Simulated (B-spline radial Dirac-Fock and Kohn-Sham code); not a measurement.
The ion Tc⁶⁺ ([Kr] 4d1), inside a Watson sphere of charge −6 and radius 1.8 Å that stands in for a crystal. The calculation used independent-particle rates on relativistic LDA orbitals of the hole state (multipoles to L = 3), energies from Dirac–Fock ΔSCF (a B-spline radial atomic code). Widths ruled by Coster–Kronig decay come out up to twice the measured ones in this model.

Before looking at the plot, say what to expect. Its caption: X-ray emission lines that fill an M1 (3s) hole, as sticks. Lines at much lower energy are not shown. Multiplet splitting by the open shell is left out.

The strongest line is M1-N3 at 518.6 eV with 50.3 % of the photons, then M1-N2 at 515.3 eV (33 %). The hole has a width of 5.65 eV and a fluorescence yield of 1.74 × 10⁻⁴.

Here it is:

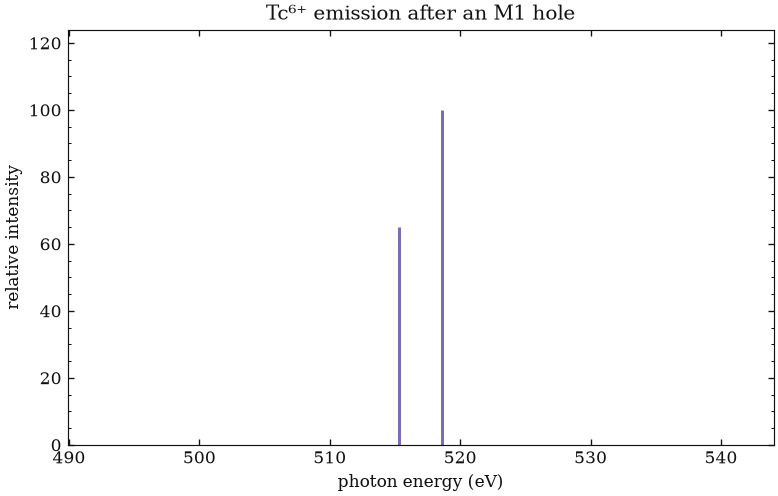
